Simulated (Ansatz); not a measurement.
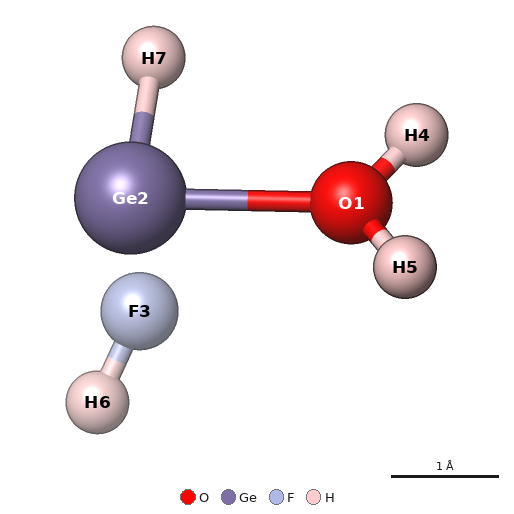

Orthographic view. Distant atoms are faded towards the background colour. The species has charge +1 and is a spin singlet. Computed geometry: PBE-D4/def2-SVP optimisation. No frequency run is at hand to confirm it as a minimum.

List all interatomic distances (Å) as a matrix.

```tsv
atom	O1	Ge2	F3	H4	H5	H6	H7
O1	0.00						
Ge2	2.08	0.00					
F3	3.06	2.24	0.00				
H4	0.98	2.77	3.51	0.00			
H5	0.98	2.75	3.68	1.60	0.00		
H6	3.74	2.83	0.95	4.29	4.20	0.00	
H7	2.52	1.60	2.62	2.64	3.46	3.49	0.00
```
